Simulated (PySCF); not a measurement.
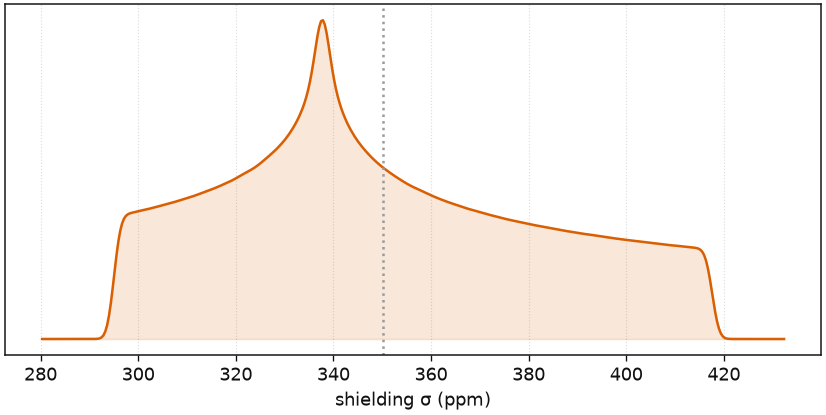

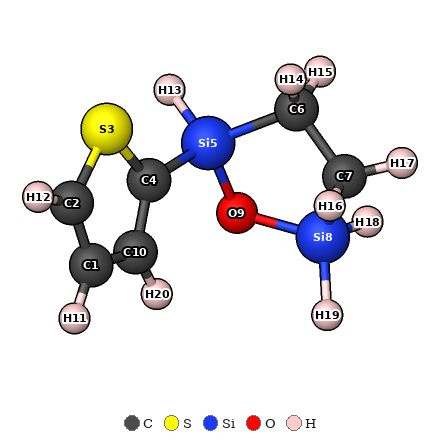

Static powder pattern (²⁹Si) from GIAO shielding tensors of C₆H₁₀OSSi₂, SMILES c1csc([Si@H]2CC[SiH2]O2)c1, PBE0/pcSseg-1 with PySCF, at a PBE0-D3(BJ)/def2-SVP geometry (no frequency check); absolute shielding, one fixed geometry of the isolated molecule without any motion, no dipolar terms. The dotted line is the isotropic value; skew is 3(σiso − σ22)/span.

Q: The pattern belongs to Si8. Give the principal values, span and skew.

A: Si8: σ11, σ22, σ33 = 295, 338, 418 ppm, isotropic 350, span 123 ppm, skew 0.30.

Note: one conformer of a flexible molecule.
